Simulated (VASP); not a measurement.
Band structure of CoAl (CsCl type). Computed with PW91 GGA, VASP's PBE PAW potentials (set 64) (plane waves; VASP).

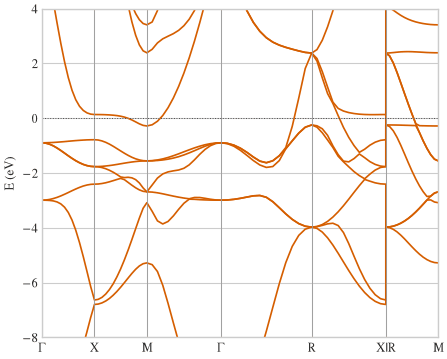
Figure: Bands along high-symmetry lines, zero at the valence-band maximum or, without a gap, the Fermi level

Problem. Read the plot: is there a gap, and where are the band edges?

Solution. It has no gap at this level: it comes out as a metal or semimetal. (Edges off the drawn lines would not show.)

The compound is CoAl in the CsCl type structure. It was relaxed first. The run is not spin-polarised, so no magnetic state was tried.
